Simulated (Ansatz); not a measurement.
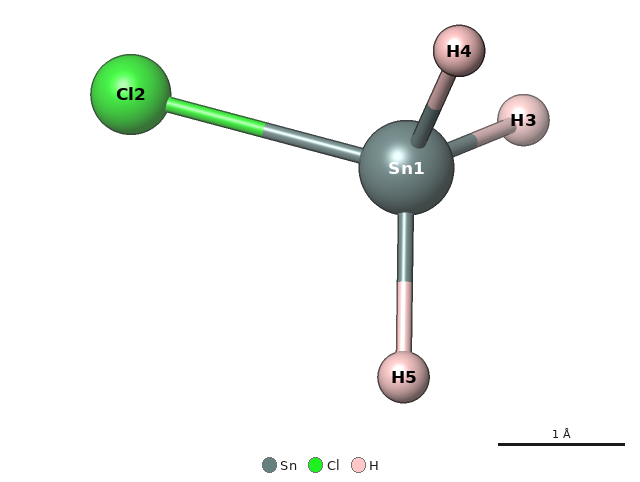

Orthographic view. Atoms fade into the background with distance from the viewer. The computed structure is the end point of a PBE0-D4/def2-TZVP optimisation.

Give the geometry as a Z-matrix, atoms in numerical order, with these reference atoms: 2 to 1; 3 to 1, 2; 4 to 1, 3, 2; 5 to 1, 4, 3.

```
Sn 
Cl   1   2.333
H    1   1.700   2   106.1
H    1   1.700   3   112.7   2  -115.6
H    1   1.700   4   112.7   3   128.7
```
